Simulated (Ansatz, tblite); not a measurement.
**The cluster Te6Mo3: removing and adding an electron, part 1 of 2**

Aim: the energy of removing and adding an electron for the cluster Te6Mo3, by energy differences, and how well orbital energies stand in for it.

The runs use Ansatz 0.2.0, Gaussian basis; as each input shows.

Plan: charge +1 doublet, at the geometry of the singlet (PBE0-D4/def2-TZVP, PBE-D4/def2-TZVP, r2SCAN-D4/def2-TZVP, r2SCANh-D4/def2-TZVP, LC-ωPBE/def2-TZVP, BHLYP-D4/def2-TZVP); charge -1 doublet, at the geometry of the singlet (PBE0-D4/def2-TZVP, PBE-D4/def2-TZVP, r2SCAN-D4/def2-TZVP, r2SCANh-D4/def2-TZVP, LC-ωPBE/def2-TZVP, BHLYP-D4/def2-TZVP); charge -1 doublet, relaxed (PBE0-D4/def2-TZVP, PBE-D4/def2-TZVP); the starting singlet's energies come from earlier runs.

### 1 The structure

The geometry is that of the singlet, from an earlier relaxation (PBE-D4/def2-SVP).

9 atoms, charge 0, spin multiplicity 1.

Atoms are counted from 1 here; the program's logs count them from 0.

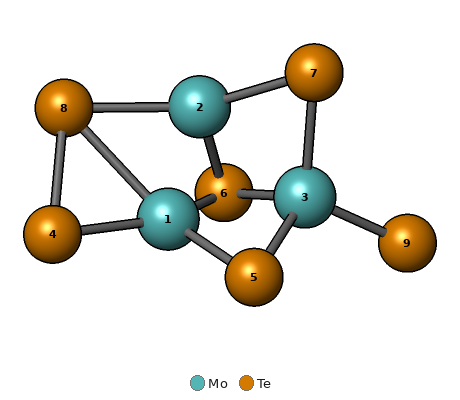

The structure; molybdenum teal, tellurium orange; atoms are numbered from 1 in the order of the file.

Coordinates:

```
Mo   -1.22646   -0.23434   -0.05181
Mo    0.20842    1.58382    0.10065
Mo    1.41047   -0.83166   -0.30926
Te   -3.46053   -0.02081    1.36573
Te   -0.16217   -2.36341    1.12652
Te    0.04321    0.49605   -2.33567
Te    2.50332    0.95475    1.29807
Te   -2.25379    2.47061    0.67397
Te    2.93751   -2.05502   -1.86818
```

Mo, Te take a core potential in the def2 sets. No spin-orbit coupling is included.

### 2 Charge +1 doublet at the fixed geometry, PBE0-D4/def2-TZVP

Contents of in.yaml:

```yaml
crystal:
  periodic: [false, false, false]
  atoms:
    - {symbol: Mo, position_ang: [-1.226464, -0.234336, -0.051813]}
    - {symbol: Mo, position_ang: [0.208416, 1.583822, 0.100652]}
    - {symbol: Mo, position_ang: [1.410472, -0.831659, -0.309261]}
    - {symbol: Te, position_ang: [-3.460534, -0.020811, 1.365733]}
    - {symbol: Te, position_ang: [-0.162165, -2.363405, 1.126518]}
    - {symbol: Te, position_ang: [0.043208, 0.496050, -2.335674]}
    - {symbol: Te, position_ang: [2.503318, 0.954751, 1.298066]}
    - {symbol: Te, position_ang: [-2.253785, 2.470607, 0.673975]}
    - {symbol: Te, position_ang: [2.937513, -2.055019, -1.868185]}
basis:
  gaussian: {orbitals: def2-TZVP, fitting: {mean_field: def2-universal-jkfit}}
total_charge: 1
magnetization: {spin_polarized: true, initial_magnetization: 1}
hamiltonian: {xc: pbe0, dispersion: d4}
scf: {omitted_lower_state_checks: [starts]}
output: {orbitals: {seedname: orbitals}}
```

Started as:

```sh
ansatz run in.yaml --threads 2 --pin off --events-out ev --progress --plain --max-ram 20480MiB --backend cuda --devices 0, --max-vram 18GiB
```

The log of the run:

```text
Functional definition: PBE0
  name "PBE0"
  cite "Adamo & Barone, J. Chem. Phys. 110, 6158 (1999) doi:10.1063/1.478522"
  cite "Perdew, Burke & Ernzerhof, Phys. Rev. Lett. 77, 3865 (1996) doi:10.1103/PhysRevLett.77.3865"
  parent pbe
  parameter a = 0.25
  parameter kappa = 0.804
  parameter beta = 0.06672455060314922
  exchange = (1 - a)*pbe_x(kappa = kappa, mu = beta*pi^2/3) + a*exact_x
  correlation = pbe_c(beta = beta)
these checks for a lower state are left out or cut short: starts
2073 factors; integrals over basis functions are off by at most 1.2e0 eV
mean field evaluation 1: about -49201.0720 eV, gradient 1.8e2 eV
mean field evaluation 2: about -48099.9757 eV, gradient 4.2e2 eV
mean field evaluation 4: about -49130.6519 eV, gradient 2.0e2 eV
mean field evaluation 8: about -49330.5380 eV, gradient 2.1e1 eV
mean field evaluation 16: about -49333.4362 eV, gradient 1.9e-1 eV
mean field evaluation 32: about -49333.4443 eV, gradient 3.4e-2 eV
mean field -49333.44449715 eV, -1812.9706458607 hartree, gradient 1.1e-5 eV, S^2 0.871051; 0 other end points of the search recorded, 0 dependent functions left out
reference -49333.44453826 eV, -1812.9706473714 hartree; 93, 92 occupied and 327, 328 virtual orbitals, 2073 factors
Total energy: -49334.53033547 eV, -1813.0105496830 hartree
Checks for a lower state left out: starts
```

It took 9 s on 1 × H100 (card shared with other runs) with 2 threads of AMD EPYC 7R13, shared host; peak host memory 1 GiB.

From the report: HOMO -9.63 eV, LUMO -8.13 eV (over both spins); ⟨S²⟩ 0.871 (pure: 0.75).

### 3 Charge +1 doublet at the fixed geometry, PBE-D4/def2-TZVP

start.molden holds the orbitals of an earlier run on this state, given as this run's starting guess.

in.yaml, as its differences from that of step 2:

```diff
@@ -13,6 +13,6 @@
 basis:
-  gaussian: {orbitals: def2-TZVP, fitting: {mean_field: def2-universal-jkfit}}
+  gaussian: {orbitals: def2-TZVP, fitting: {mean_field: def2-universal-jkfit}, initial_orbitals: start.molden}
 total_charge: 1
 magnetization: {spin_polarized: true, initial_magnetization: 1}
-hamiltonian: {xc: pbe0, dispersion: d4}
+hamiltonian: {xc: pbe, dispersion: d4}
 scf: {omitted_lower_state_checks: [starts]}
```

Same command.

The log of the run:

```text
Functional definition: PBE
  name "PBE"
  cite "Perdew, Burke & Ernzerhof, Phys. Rev. Lett. 77, 3865 (1996) doi:10.1103/PhysRevLett.77.3865"
  parent pbe
  parameter kappa = 0.804
  parameter beta = 0.06672455060314922
  exchange = pbe_x(kappa = kappa, mu = beta*pi^2/3)
  correlation = pbe_c(beta = beta)
these checks for a lower state are left out or cut short: starts
2073 factors; integrals over basis functions are off by at most 1.2e0 eV
mean field evaluation 1: about -49335.8023 eV, gradient 8.2e0 eV
mean field evaluation 2: about -49336.1397 eV, gradient 6.2e-1 eV
mean field evaluation 4: about -49336.1689 eV, gradient 1.7e-1 eV
mean field evaluation 8: about -49336.1696 eV, gradient 2.1e-5 eV
mean field evaluation 16: about -49336.1696 eV, gradient 3.8e-6 eV
mean field -49336.16964787 eV, -1813.0707933025 hartree, gradient 3.8e-6 eV, S^2 0.758903; 0 other end points of the search recorded, 0 dependent functions left out
reference -49336.16970206 eV, -1813.0707952937 hartree; 93, 92 occupied and 327, 328 virtual orbitals, 2073 factors
Total energy: -49337.38154914 eV, -1813.1153298525 hartree
Checks for a lower state left out: starts
```

Run time: 5.5 s. Hardware: 1 × H100 (card shared with other runs) with 2 threads of AMD EPYC 7R13, shared host; peak host memory 0.98 GiB.

Report: HOMO -8.85 eV, LUMO -8.58 eV (over both spins); ⟨S²⟩ 0.759 (pure: 0.75).

### 4 Charge +1 doublet at the fixed geometry, r2SCAN-D4/def2-TZVP

in.yaml, as its differences from that of step 3:

```diff
@@ -16,3 +16,3 @@
 magnetization: {spin_polarized: true, initial_magnetization: 1}
-hamiltonian: {xc: pbe, dispersion: d4}
+hamiltonian: {xc: r2scan, dispersion: d4}
 scf: {omitted_lower_state_checks: [starts]}
```

Launched as before.

The log of the run:

```text
Functional definition: r2SCAN
  name "r2SCAN"
  cite "Furness, Kaplan, Ning, Perdew & Sun, J. Phys. Chem. Lett. 11, 8208 (2020) doi:10.1021/acs.jpclett.0c02405"
  cite "Furness, Kaplan, Ning, Perdew & Sun, J. Phys. Chem. Lett. 11, 9248 (2020) doi:10.1021/acs.jpclett.0c03077"
  parent r2scan
  parameter k0 = 0.174
  parameter k1 = 0.065
  parameter a1 = 4.9479
  exchange = r2scan_x(k0 = k0, k1 = k1, a1 = a1)
  correlation = r2scan_c
these checks for a lower state are left out or cut short: starts
2073 factors; integrals over basis functions are off by at most 1.2e0 eV
mean field evaluation 1: about -49353.8036 eV, gradient 7.2e0 eV
mean field evaluation 2: about -49353.9916 eV, gradient 2.9e-1 eV
mean field evaluation 4: about -49353.9931 eV, gradient 9.6e-2 eV
mean field evaluation 8: about -49353.9934 eV, gradient 2.9e-5 eV
mean field evaluation 16: about -49353.9934 eV, gradient 4.2e-6 eV
mean field -49353.99340579 eV, -1813.7258043244 hartree, gradient 4.2e-6 eV, S^2 0.790855; 0 other end points of the search recorded, 0 dependent functions left out
reference -49353.99343216 eV, -1813.7258052935 hartree; 93, 92 occupied and 327, 328 virtual orbitals, 2073 factors
Total energy: -49354.24565105 eV, -1813.7350741669 hartree
Checks for a lower state left out: starts
```

Wall time 8 s (1 × H100 (card shared with other runs) with 2 threads of AMD EPYC 7R13, shared host); peak host memory 1.2 GiB.

Report: HOMO -9.05 eV, LUMO -8.65 eV (over both spins); ⟨S²⟩ 0.791 (pure: 0.75).

### 5 Charge +1 doublet at the fixed geometry, r2SCANh-D4/def2-TZVP

in.yaml, as its differences from that of step 4:

```diff
@@ -16,3 +16,3 @@
 magnetization: {spin_polarized: true, initial_magnetization: 1}
-hamiltonian: {xc: r2scan, dispersion: d4}
+hamiltonian: {xc: {name: r2SCANh}, dispersion: d4}
 scf: {omitted_lower_state_checks: [starts]}
```

Same command.

The log of the run:

```text
Functional definition: r2SCANh
  name "r2SCANh"
  cite "Bursch, Neugebauer, Ehlert & Grimme, J. Chem. Phys. 156, 134105 (2022) doi:10.1063/5.0086040"
  cite "Furness, Kaplan, Ning, Perdew & Sun, J. Phys. Chem. Lett. 11, 8208 (2020) doi:10.1021/acs.jpclett.0c02405"
  cite "Furness, Kaplan, Ning, Perdew & Sun, J. Phys. Chem. Lett. 11, 9248 (2020) doi:10.1021/acs.jpclett.0c03077"
  parent r2scan
  parameter a = 0.1
  parameter k0 = 0.174
  parameter k1 = 0.065
  parameter a1 = 4.9479
  exchange = (1 - a)*r2scan_x(k0 = k0, k1 = k1, a1 = a1) + a*exact_x
  correlation = r2scan_c
these checks for a lower state are left out or cut short: starts
2073 factors; integrals over basis functions are off by at most 1.2e0 eV
mean field evaluation 1: about -49349.6023 eV, gradient 4.9e0 eV
mean field evaluation 2: about -49349.6819 eV, gradient 1.1e-1 eV
mean field evaluation 4: about -49349.6763 eV, gradient 2.2e-2 eV
mean field evaluation 8: about -49349.6763 eV, gradient 8.0e-5 eV
mean field evaluation 16: about -49349.6763 eV, gradient 1.3e-5 eV
mean field -49349.67634270 eV, -1813.5671551823 hartree, gradient 1.3e-5 eV, S^2 0.886851; 0 other end points of the search recorded, 0 dependent functions left out
reference -49349.67636671 eV, -1813.5671560647 hartree; 93, 92 occupied and 327, 328 virtual orbitals, 2073 factors
Total energy: -49349.97680350 eV, -1813.5781969130 hartree
Checks for a lower state left out: starts
```

Run time: 14 s. Hardware: 1 × H100 (card shared with other runs) with 2 threads of AMD EPYC 7R13, shared host; peak host memory 1.2 GiB.

HOMO -9.34 eV, LUMO -8.44 eV (over both spins); ⟨S²⟩ 0.887 (pure: 0.75).

### 6 Charge +1 doublet at the fixed geometry, LC-ωPBE/def2-TZVP

in.yaml, as its differences from that of step 5:

```diff
@@ -16,3 +16,3 @@
 magnetization: {spin_polarized: true, initial_magnetization: 1}
-hamiltonian: {xc: {name: r2SCANh}, dispersion: d4}
+hamiltonian: {xc: {name: LC-wPBE}}
 scf: {omitted_lower_state_checks: [starts]}
```

Same command.

The log of the run:

```text
Functional definition: LC-wPBE
  name "LC-wPBE"
  cite "Vydrov & Scuseria, J. Chem. Phys. 125, 234109 (2006) doi:10.1063/1.2409292"
  cite "Heyd & Scuseria, J. Chem. Phys. 120, 7274 (2004) doi:10.1063/1.1668634"
  cite "Ernzerhof & Perdew, J. Chem. Phys. 109, 3313 (1998) doi:10.1063/1.476928"
  cite "Perdew, Burke & Ernzerhof, Phys. Rev. Lett. 77, 3865 (1996) doi:10.1103/PhysRevLett.77.3865"
  parent pbe
  parameter omega = 0.4/bohr
  exchange = pbe_x_sr(omega) + exact_x_lr(omega)
  correlation = pbe_c
these checks for a lower state are left out or cut short: starts
2073 factors; integrals over basis functions are off by at most 1.2e0 eV
2073 factors; integrals over basis functions are off by at most 1.2e-5 eV
mean field evaluation 1: about -49333.8885 eV, gradient 7.9e0 eV
mean field evaluation 2: about -49334.6686 eV, gradient 1.2e0 eV
mean field evaluation 4: about -49334.7949 eV, gradient 2.2e-1 eV
mean field evaluation 8: about -49334.8130 eV, gradient 1.9e-2 eV
mean field evaluation 16: about -49334.8130 eV, gradient 5.7e-6 eV
mean field -49334.81300652 eV, -1813.0209376523 hartree, gradient 5.7e-6 eV, S^2 1.874325; 0 other end points of the search recorded, 0 dependent functions left out
reference -49334.81300653 eV, -1813.0209376526 hartree; 93, 92 occupied and 327, 328 virtual orbitals, 2073 factors
Total energy: -49334.81300653 eV, -1813.0209376526 hartree
Checks for a lower state left out: starts
```

It took 20 s on 1 × H100 (card shared with other runs) with 2 threads of AMD EPYC 7R13, shared host; peak host memory 1 GiB.

Report: HOMO -11.80 eV, LUMO -6.27 eV (over both spins); ⟨S²⟩ 1.874 (pure: 0.75). Doubts: spin contamination.

### 7 Charge +1 doublet at the fixed geometry, BHLYP-D4/def2-TZVP

in.yaml, as its differences from that of step 6:

```diff
@@ -16,3 +16,3 @@
 magnetization: {spin_polarized: true, initial_magnetization: 1}
-hamiltonian: {xc: {name: LC-wPBE}}
+hamiltonian: {xc: {name: BHLYP}, dispersion: d4}
 scf: {omitted_lower_state_checks: [starts]}
```

The command is unchanged.

The log of the run:

```text
Functional definition: BHLYP
  name "BHLYP"
  cite "Becke, J. Chem. Phys. 98, 1372 (1993) doi:10.1063/1.464304"
  cite "Becke, Phys. Rev. A 38, 3098 (1988) doi:10.1103/PhysRevA.38.3098"
  cite "Lee, Yang & Parr, Phys. Rev. B 37, 785 (1988) doi:10.1103/PhysRevB.37.785"
  parameter a = 0.5
  exchange = (1 - a)*b88_x + a*exact_x
  correlation = lyp_c
these checks for a lower state are left out or cut short: starts
2073 factors; integrals over basis functions are off by at most 1.2e0 eV
mean field evaluation 1: about -49309.8527 eV, gradient 7.0e0 eV
mean field evaluation 2: about -49310.1602 eV, gradient 7.7e-1 eV
mean field evaluation 4: about -49310.2223 eV, gradient 3.1e-1 eV
mean field evaluation 8: about -49310.2482 eV, gradient 1.3e-2 eV
mean field evaluation 16: about -49310.2482 eV, gradient 9.6e-6 eV
mean field -49310.24824008 eV, -1812.1181991364 hartree, gradient 9.6e-6 eV, S^2 1.693574; 0 other end points of the search recorded, 0 dependent functions left out
reference -49310.24845562 eV, -1812.1182070573 hartree; 93, 92 occupied and 327, 328 virtual orbitals, 2073 factors
Total energy: -49312.64341884 eV, -1812.2062203321 hartree
Checks for a lower state left out: starts
```

Wall time 12 s (1 × H100 (card shared with other runs) with 2 threads of AMD EPYC 7R13, shared host); peak host memory 1 GiB.

From the report: HOMO -10.36 eV, LUMO -7.34 eV (over both spins); ⟨S²⟩ 1.694 (pure: 0.75). Doubts: spin contamination.

### 8 Vertical ionisation energy

Charged state less starting state, singlet to doublet; the starting state's energies are those of its earlier runs.

| level | vertical ionisation energy (eV) | time |
| --- | --- | --- |
| PBE-D4/def2-TZVP | +6.84 | 9.1 s |
| r2SCAN-D4/def2-TZVP | +6.97 | 12 s |
| r2SCANh-D4/def2-TZVP | +7.03 | 19 s |
| PBE0-D4/def2-TZVP | +7.04 | 15 s |
| BHLYP-D4/def2-TZVP† | +6.91 | 16 s |
| LC-ωPBE/def2-TZVP† | +6.99 | 23 s |

Times add the two runs; a level without a time comes out of a correlated run. † marks a level with a doubtful state (flagged, unstable, out of aufbau order, or strongly spin-contaminated); such levels are left out of the summary.

Beside −ε(HOMO) of the starting state:

| level | −ε(HOMO) (eV) | by difference (eV) | mismatch (eV) |
| --- | --- | --- | --- |
| PBE-D4/def2-TZVP | 5.05 | 6.84 | -1.79 |
| r2SCAN-D4/def2-TZVP | 5.27 | 6.97 | -1.70 |
| r2SCANh-D4/def2-TZVP | 5.58 | 7.03 | -1.44 |
| PBE0-D4/def2-TZVP | 5.90 | 7.04 | -1.14 |

### 9 Charge -1 doublet at the fixed geometry, PBE0-D4/def2-TZVP

in.yaml, as its differences from that of step 7:

```diff
@@ -13,6 +13,6 @@
 basis:
-  gaussian: {orbitals: def2-TZVP, fitting: {mean_field: def2-universal-jkfit}, initial_orbitals: start.molden}
-total_charge: 1
+  gaussian: {orbitals: def2-TZVP, fitting: {mean_field: def2-universal-jkfit}}
+total_charge: -1
 magnetization: {spin_polarized: true, initial_magnetization: 1}
-hamiltonian: {xc: {name: BHLYP}, dispersion: d4}
+hamiltonian: {xc: pbe0, dispersion: d4}
 scf: {omitted_lower_state_checks: [starts]}
```

Launched as before.

The log of the run:

```text
Functional definition: PBE0
  name "PBE0"
  cite "Adamo & Barone, J. Chem. Phys. 110, 6158 (1999) doi:10.1063/1.478522"
  cite "Perdew, Burke & Ernzerhof, Phys. Rev. Lett. 77, 3865 (1996) doi:10.1103/PhysRevLett.77.3865"
  parent pbe
  parameter a = 0.25
  parameter kappa = 0.804
  parameter beta = 0.06672455060314922
  exchange = (1 - a)*pbe_x(kappa = kappa, mu = beta*pi^2/3) + a*exact_x
  correlation = pbe_c(beta = beta)
these checks for a lower state are left out or cut short: starts
2073 factors; integrals over basis functions are off by at most 1.2e0 eV
mean field evaluation 1: about -49333.2416 eV, gradient 4.8e1 eV
mean field evaluation 2: about -49082.9761 eV, gradient 2.2e2 eV
mean field evaluation 4: about -49324.3292 eV, gradient 6.8e1 eV
mean field evaluation 8: about -49343.1473 eV, gradient 2.1e0 eV
mean field evaluation 16: about -49343.2408 eV, gradient 2.5e-1 eV
mean field -49343.25449258 eV, -1813.3311565431 hartree, gradient 1.1e-5 eV, S^2 0.892901; 0 other end points of the search recorded, 0 dependent functions left out
reference -49343.25452973 eV, -1813.3311579085 hartree; 94, 93 occupied and 326, 327 virtual orbitals, 2073 factors
Total energy: -49344.38659358 eV, -1813.3727604875 hartree
Checks for a lower state left out: starts
```

Run time: 7.5 s. Hardware: 1 × H100 (card shared with other runs) with 2 threads of AMD EPYC 7R13, shared host; peak host memory 1 GiB.

HOMO -1.81 eV, LUMO -0.08 eV (over both spins); ⟨S²⟩ 0.893 (pure: 0.75).

### 10 Charge -1 doublet at the fixed geometry, PBE-D4/def2-TZVP

in.yaml, as its differences from that of step 9:

```diff
@@ -13,6 +13,6 @@
 basis:
-  gaussian: {orbitals: def2-TZVP, fitting: {mean_field: def2-universal-jkfit}}
+  gaussian: {orbitals: def2-TZVP, fitting: {mean_field: def2-universal-jkfit}, initial_orbitals: start.molden}
 total_charge: -1
 magnetization: {spin_polarized: true, initial_magnetization: 1}
-hamiltonian: {xc: pbe0, dispersion: d4}
+hamiltonian: {xc: pbe, dispersion: d4}
 scf: {omitted_lower_state_checks: [starts]}
```

Same command.

The log of the run:

```text
Functional definition: PBE
  name "PBE"
  cite "Perdew, Burke & Ernzerhof, Phys. Rev. Lett. 77, 3865 (1996) doi:10.1103/PhysRevLett.77.3865"
  parent pbe
  parameter kappa = 0.804
  parameter beta = 0.06672455060314922
  exchange = pbe_x(kappa = kappa, mu = beta*pi^2/3)
  correlation = pbe_c(beta = beta)
these checks for a lower state are left out or cut short: starts
2073 factors; integrals over basis functions are off by at most 1.2e0 eV
mean field evaluation 1: about -49345.1168 eV, gradient 8.1e0 eV
mean field evaluation 2: about -49345.4820 eV, gradient 7.0e-1 eV
mean field evaluation 4: about -49345.5356 eV, gradient 2.2e-1 eV
mean field evaluation 8: about -49345.5377 eV, gradient 6.4e-4 eV
mean field evaluation 16: about -49345.5377 eV, gradient 1.4e-5 eV
mean field -49345.53768208 eV, -1813.4150622097 hartree, gradient 1.4e-5 eV, S^2 0.764280; 0 other end points of the search recorded, 0 dependent functions left out
reference -49345.53773159 eV, -1813.4150640290 hartree; 94, 93 occupied and 326, 327 virtual orbitals, 2073 factors
Total energy: -49346.80053621 eV, -1813.4614712428 hartree
Checks for a lower state left out: starts
```

Run time: 4.4 s. Hardware: 1 × H100 (card shared with other runs) with 2 threads of AMD EPYC 7R13, shared host; peak host memory 0.98 GiB.

HOMO -0.87 eV, LUMO -0.62 eV (over both spins); ⟨S²⟩ 0.764 (pure: 0.75).

### 11 Charge -1 doublet at the fixed geometry, r2SCAN-D4/def2-TZVP

in.yaml, as its differences from that of step 10:

```diff
@@ -16,3 +16,3 @@
 magnetization: {spin_polarized: true, initial_magnetization: 1}
-hamiltonian: {xc: pbe, dispersion: d4}
+hamiltonian: {xc: r2scan, dispersion: d4}
 scf: {omitted_lower_state_checks: [starts]}
```

Same command.

The log of the run:

```text
Functional definition: r2SCAN
  name "r2SCAN"
  cite "Furness, Kaplan, Ning, Perdew & Sun, J. Phys. Chem. Lett. 11, 8208 (2020) doi:10.1021/acs.jpclett.0c02405"
  cite "Furness, Kaplan, Ning, Perdew & Sun, J. Phys. Chem. Lett. 11, 9248 (2020) doi:10.1021/acs.jpclett.0c03077"
  parent r2scan
  parameter k0 = 0.174
  parameter k1 = 0.065
  parameter a1 = 4.9479
  exchange = r2scan_x(k0 = k0, k1 = k1, a1 = a1)
  correlation = r2scan_c
these checks for a lower state are left out or cut short: starts
2073 factors; integrals over basis functions are off by at most 1.2e0 eV
mean field evaluation 1: about -49363.4703 eV, gradient 7.2e0 eV
mean field evaluation 2: about -49363.6589 eV, gradient 3.0e-1 eV
mean field evaluation 4: about -49363.6677 eV, gradient 1.3e-1 eV
mean field evaluation 8: about -49363.6682 eV, gradient 4.3e-5 eV
mean field evaluation 16: about -49363.6682 eV, gradient 4.5e-5 eV
mean field -49363.66824450 eV, -1814.0813480892 hartree, gradient 1.5e-5 eV, S^2 0.822008; 0 other end points of the search recorded, 0 dependent functions left out
reference -49363.66827134 eV, -1814.0813490758 hartree; 94, 93 occupied and 326, 327 virtual orbitals, 2073 factors
Total energy: -49363.93172810 eV, -1814.0910309331 hartree
Checks for a lower state left out: starts
```

It took 9 s on 1 × H100 (card shared with other runs) with 2 threads of AMD EPYC 7R13, shared host; peak host memory 1.2 GiB.

Report: HOMO -1.11 eV, LUMO -0.62 eV (over both spins); ⟨S²⟩ 0.822 (pure: 0.75).

### 12 Charge -1 doublet at the fixed geometry, r2SCANh-D4/def2-TZVP

in.yaml, as its differences from that of step 11:

```diff
@@ -16,3 +16,3 @@
 magnetization: {spin_polarized: true, initial_magnetization: 1}
-hamiltonian: {xc: r2scan, dispersion: d4}
+hamiltonian: {xc: {name: r2SCANh}, dispersion: d4}
 scf: {omitted_lower_state_checks: [starts]}
```

Same command.

The log of the run:

```text
Functional definition: r2SCANh
  name "r2SCANh"
  cite "Bursch, Neugebauer, Ehlert & Grimme, J. Chem. Phys. 156, 134105 (2022) doi:10.1063/5.0086040"
  cite "Furness, Kaplan, Ning, Perdew & Sun, J. Phys. Chem. Lett. 11, 8208 (2020) doi:10.1021/acs.jpclett.0c02405"
  cite "Furness, Kaplan, Ning, Perdew & Sun, J. Phys. Chem. Lett. 11, 9248 (2020) doi:10.1021/acs.jpclett.0c03077"
  parent r2scan
  parameter a = 0.1
  parameter k0 = 0.174
  parameter k1 = 0.065
  parameter a1 = 4.9479
  exchange = (1 - a)*r2scan_x(k0 = k0, k1 = k1, a1 = a1) + a*exact_x
  correlation = r2scan_c
these checks for a lower state are left out or cut short: starts
2073 factors; integrals over basis functions are off by at most 1.2e0 eV
mean field evaluation 1: about -49359.4266 eV, gradient 4.8e0 eV
mean field evaluation 2: about -49359.5053 eV, gradient 1.3e-1 eV
mean field evaluation 4: about -49359.5010 eV, gradient 3.7e-2 eV
mean field evaluation 8: about -49359.5010 eV, gradient 2.0e-5 eV
mean field -49359.50104251 eV, -1813.9282062406 hartree, gradient 2.0e-5 eV, S^2 0.915336; 0 other end points of the search recorded, 0 dependent functions left out
reference -49359.50106683 eV, -1813.9282071344 hartree; 94, 93 occupied and 326, 327 virtual orbitals, 2073 factors
Total energy: -49359.81485880 eV, -1813.9397387767 hartree
Checks for a lower state left out: starts
```

Run time: 12 s. Hardware: 1 × H100 (card shared with other runs) with 2 threads of AMD EPYC 7R13, shared host; peak host memory 1.2 GiB.

HOMO -1.47 eV, LUMO -0.43 eV (over both spins); ⟨S²⟩ 0.915 (pure: 0.75). Doubts: spin contamination.

(Continued in part 2 of 2.)
